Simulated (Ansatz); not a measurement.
## Geometry relaxation of WH4SOF4 (part 2 of 2)

WH4SOF4; RKS BHLYP/def2-SVP (Ansatz 0.2.0). The input holds or restrains some coordinates. It belongs to a series of runs on one base structure; here: pulled along the bonds that form and break, towards end A.

Geometry of the input (Å):
```
W  0.0000  0.0000  0.0000
H  0.0000  0.0000  2.0700
F  1.8500  0.0000  0.0000
F  0.0000  1.8500  0.0000
F  -1.8500  0.0000  0.0000
O  0.0000  -1.9400  0.0000
H  0.3816  -2.2771  0.8723
F  0.0000  0.0000  -1.8500
S  1.7875  1.8621  0.8577
H  2.8002  1.2341  1.5926
H  0.7102  0.7399  2.0854
```

### Trajectory as extended XYZ (Å, eV, eV/Å), 10 of the 22 frames kept, from step=1 to step=22
```
11
Properties=species:S:1:pos:R:3:forces:R:3 step=1 energy=-25615.80335
W     0.0000    0.0000    0.0000   -1.0357  -2.9475   0.6318
H     0.0000    0.0000    2.0700    0.9282   0.7266  -0.1004
F     1.8500    0.0000    0.0000    2.3782  -4.4425  -2.3193
F     0.0000    1.8500    0.0000   -4.4959   3.0811  -2.8524
F    -1.8500    0.0000    0.0000    0.0328   0.6176   0.4748
O     0.0000   -1.9400    0.0000    1.5327   0.9171   2.7127
H     0.3816   -2.2771    0.8723   -1.0112   0.1181  -2.0927
F     0.0000    0.0000   -1.8500   -0.0326  -0.0636   0.3571
S     1.7875    1.8621    0.8577    3.4668   2.7044   5.4593
H     2.8002    1.2341    1.5926   -0.2723   0.4858  -0.7885
H     0.7102    0.7399    2.0854   -1.4909  -1.1971  -1.4823
11
Properties=species:S:1:pos:R:3:forces:R:3 step=3 energy=-25618.36658
W    -0.1211   -0.1454    0.0229    5.1282   4.4071  -0.9977
H    -0.1424   -0.1558    1.9228   -0.1560  -0.3524  -1.7504
F     1.8251   -0.0515   -0.0211   -2.6042  -2.6721  -0.8568
F    -0.0407    1.8297   -0.0166   -2.5031  -2.5206  -0.6682
F    -1.8831    0.0024    0.0028   -2.2612  -0.0956   0.1160
O     0.0091   -1.9504    0.0233    0.0261  -0.7461   1.2822
H     0.3746   -2.2851    0.8591   -0.0903  -0.6771  -0.4432
F    -0.0090   -0.0100   -1.8422   -0.4150  -0.3503   0.3764
S     1.8880    1.9971    1.1118   -0.5118   0.4830   4.3460
H     2.8249    1.2314    1.6023    1.4107  -0.1572   0.4511
H     0.9542    1.0065    1.9628    1.9767   2.6814  -1.8555
11
Properties=species:S:1:pos:R:3:forces:R:3 step=6 energy=-25621.91120
W    -0.1481   -0.1482   -0.1775    0.6685   0.0933   0.2523
H    -0.1045   -0.1411    1.5590    0.1204   0.4765  -0.2532
F     1.7042   -0.0826   -0.0688   -0.5917  -0.3333  -0.2880
F    -0.2042    1.7024    0.0368   -0.4289  -1.1092  -0.1347
F    -1.9590   -0.1741   -0.0366   -0.5638  -0.0567  -0.1238
O    -0.0555   -1.9375    0.2101    0.1309   0.0922   0.4284
H     0.2599   -2.3916    1.0037   -0.2287  -0.0755  -0.5363
F    -0.0363    0.0250   -2.0395   -0.0029   0.0432  -0.2618
S     2.0203    2.1426    1.5860    0.0403   0.0502   0.9956
H     3.0569    1.2989    1.5305    0.0267  -0.0161   0.0866
H     1.1458    1.1752    2.0242    0.8291   0.8354  -0.1650
11
Properties=species:S:1:pos:R:3:forces:R:3 step=8 energy=-25622.19951
W    -0.1442   -0.1711   -0.2031   -0.5507  -1.0779  -0.5285
H     0.0386    0.0218    1.4949   -0.0392  -0.0824  -0.1258
F     1.6864   -0.1009   -0.2540    0.0257  -0.1813  -0.2334
F    -0.3403    1.6307    0.0000   -0.0645   0.5337  -0.0119
F    -1.9773   -0.2762   -0.0720    0.0245  -0.0712   0.0020
O    -0.0501   -1.9482    0.2185    0.0445   0.2153   0.3271
H     0.1108   -2.5117    0.9759   -0.0764  -0.1528  -0.1744
F    -0.1525    0.0262   -2.0829    0.0888   0.1060   0.1977
S     2.0973    2.1290    1.5302   -0.0760   0.0874   0.8344
H     3.1707    1.3955    1.8522    0.0335   0.0023   0.0071
H     1.2401    1.2739    2.1684    0.5897   0.6211  -0.2943
11
Properties=species:S:1:pos:R:3:forces:R:3 step=10 energy=-25622.30523
W    -0.1198   -0.2044   -0.2392   -0.3939  -0.0860  -0.0391
H     0.3047    0.1358    1.3894   -0.1795  -0.1530  -0.5002
F     1.6959   -0.2878   -0.5261    0.0902   0.0447  -0.0017
F    -0.4083    1.6219   -0.0936    0.0811  -0.1826   0.1183
F    -1.9497   -0.3405   -0.0429   -0.0209  -0.1286  -0.0080
O    -0.0374   -1.9408    0.3092   -0.0509  -0.0242   0.0657
H    -0.0557   -2.6202    0.9800   -0.0619  -0.0032  -0.0652
F    -0.1860    0.1436   -2.0854    0.0280  -0.0399   0.0485
S     2.0359    2.1144    1.5644   -0.1135  -0.1262   0.8816
H     3.1458    1.4694    1.9501    0.0497   0.0326  -0.0089
H     1.2542    1.3777    2.4219    0.5717   0.6664  -0.4910
11
Properties=species:S:1:pos:R:3:forces:R:3 step=13 energy=-25622.37539
W    -0.0719   -0.2474   -0.1677   -0.1123   0.0201   0.1430
H     0.5035    0.0174    1.4218   -0.1918  -0.2115  -0.4970
F     1.7330   -0.4639   -0.5114   -0.1340  -0.0465   0.0843
F    -0.5089    1.5200    0.2110    0.0312  -0.1895   0.0023
F    -1.9192   -0.4588   -0.1145    0.0724  -0.0280  -0.0324
O    -0.0754   -2.0198    0.2781   -0.5166  -1.2434   0.7463
H    -0.4982   -2.7431    0.7959    0.5359   1.1997  -0.8018
F    -0.0385    0.3324   -1.9460   -0.0270  -0.0077   0.1024
S     2.1027    2.2167    1.3905   -0.2973  -0.1022   0.7035
H     3.1903    1.7822    2.0405    0.0753  -0.0033  -0.0256
H     1.2621    1.5333    2.2297    0.5643   0.6123  -0.4249
11
Properties=species:S:1:pos:R:3:forces:R:3 step=15 energy=-25622.50906
W    -0.0119   -0.2436   -0.0964    0.0960  -0.0915   0.5642
H     0.5630   -0.0244    1.4955   -0.1495  -0.2567  -0.5432
F     1.7807   -0.5783   -0.3931   -0.0383   0.0169  -0.0201
F    -0.7203    1.3616    0.5062   -0.1421  -0.0211  -0.1030
F    -1.8207   -0.6220   -0.3655    0.0685   0.0226  -0.0188
O    -0.0130   -2.0423    0.3524   -0.0799  -0.1569   0.1182
H    -0.7226   -2.5669    0.7331    0.0260   0.1347  -0.1792
F     0.1637    0.5872   -1.7503    0.0030   0.0104   0.0374
S     2.0824    2.3519    1.3253   -0.2826  -0.4786   0.5948
H     3.1530    1.6318    1.7173   -0.1457   0.1177  -0.0927
H     1.2254    1.6139    2.1035    0.6446   0.7024  -0.3575
11
Properties=species:S:1:pos:R:3:forces:R:3 step=17 energy=-25622.54050
W    -0.0005   -0.2511   -0.0709    0.1629   0.1380   0.3115
H     0.5814   -0.0087    1.5149   -0.1979  -0.2912  -0.5317
F     1.7889   -0.5971   -0.3697   -0.0262  -0.0131   0.0335
F    -0.7934    1.3092    0.5418   -0.0665   0.0037   0.0063
F    -1.7883   -0.6546   -0.4383    0.0140  -0.0497   0.0156
O    -0.0139   -2.0502    0.3846   -0.1251  -0.1315   0.1538
H    -0.7886   -2.5322    0.6876    0.0623   0.0587  -0.1547
F     0.1954    0.6227   -1.6993    0.0090  -0.0249   0.0489
S     2.0780    2.3713    1.3184   -0.3549  -0.4600   0.5420
H     3.1615    1.6377    1.6326   -0.0975   0.0695  -0.0586
H     1.2589    1.6221    2.1263    0.6200   0.7003  -0.3666
11
Properties=species:S:1:pos:R:3:forces:R:3 step=20 energy=-25622.58101
W     0.0060   -0.2459   -0.0133    0.0575  -0.2118   0.5251
H     0.5399    0.0624    1.5820   -0.3105  -0.3779  -0.5880
F     1.8098   -0.6171   -0.1876   -0.0438  -0.0231   0.0445
F    -0.9822    1.1962    0.5886   -0.0071   0.0920   0.0456
F    -1.7044   -0.7342   -0.6276    0.0683   0.0360  -0.0255
O    -0.0751   -2.0405    0.5057    0.1066   0.2471  -0.0240
H    -0.9120   -2.5103    0.5085    0.0057   0.0111  -0.0208
F     0.3233    0.6826   -1.5821   -0.0098   0.0081  -0.0327
S     2.0362    2.4234    1.3547   -0.3415  -0.4895   0.4802
H     3.1666    1.7079    1.2524   -0.0351  -0.0140   0.0134
H     1.4715    1.5445    2.2466    0.5099   0.7219  -0.4180
11
Properties=species:S:1:pos:R:3:forces:R:3 step=22 energy=-25622.58655
W    -0.0098   -0.2339    0.0101    0.2298   0.0887   0.3542
H     0.4838    0.0554    1.6162   -0.3133  -0.2788  -0.4816
F     1.8051   -0.5796   -0.1042   -0.0345  -0.0026  -0.0110
F    -1.0272    1.1971    0.5965    0.0223  -0.0061   0.0128
F    -1.6878   -0.7414   -0.6669    0.0137  -0.0031   0.0226
O    -0.0667   -2.0240    0.5195   -0.0869  -0.0276  -0.0148
H    -0.8894   -2.5184    0.4742    0.0541   0.0279   0.0115
F     0.3435    0.6952   -1.5524   -0.0030  -0.0070   0.0193
S     2.0522    2.4234    1.3445   -0.3068  -0.6115   0.5185
H     3.1654    1.6906    1.1781   -0.0509   0.0360  -0.0201
H     1.5104    1.5045    2.2125    0.4756   0.7839  -0.4114
```

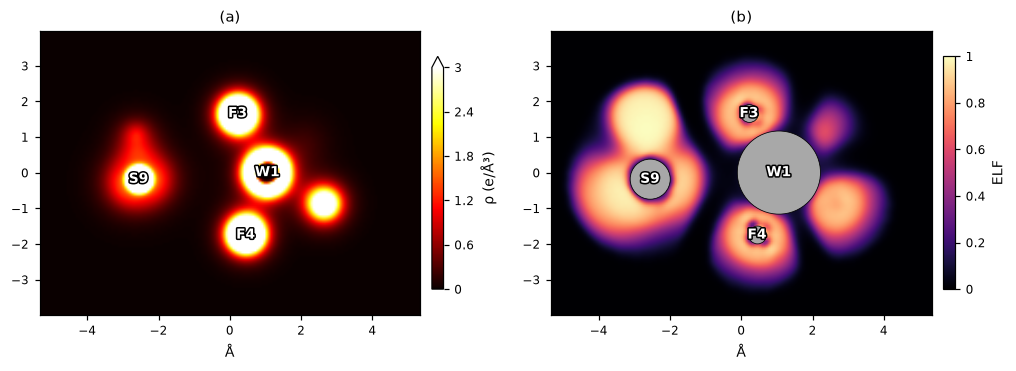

**Figure 1.** (a) electron density; (b) ELF on the plane of atoms F3, W1 and F4. Grey discs, where drawn, cover atomic cores. Atoms in the plane: W, F and S.

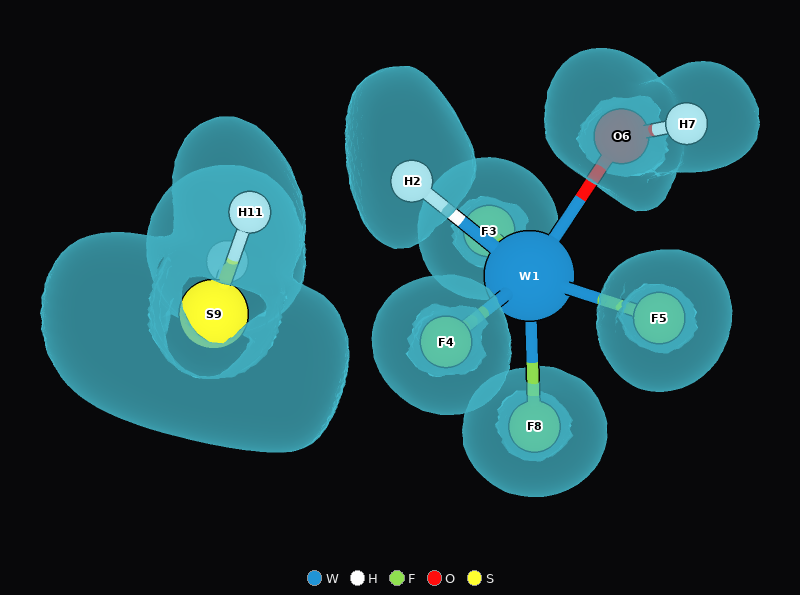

**Figure 2.** Isosurface of the ELF at 0.75 (cyan), seen at a tilt. Only the valence region is drawn (cores and ρ < 0.01 e/Å³ removed). Values along the shortest contacts: W1···S9 (3.62 Å): the ELF is only about 0.05 between them. W–F (1.85 Å): the ELF peaks at about 0.85 in the valence shell of F, 0.5 Å from its nucleus, and drops to about 0.25 between the two atoms.

### Key numbers

| quantity | value |
| --- | --- |
| outcome | converged under the restraints of the input |
| total energy | −25622.5868 eV |
| mean-field energy | −25622.5868 eV |
| largest force (length of the vector) at the end, held atoms and coordinates included | 1.005 eV/Å |
| wall time | 85 s (CPU time 5.3 min) |
| peak memory | 0.44 GiB |
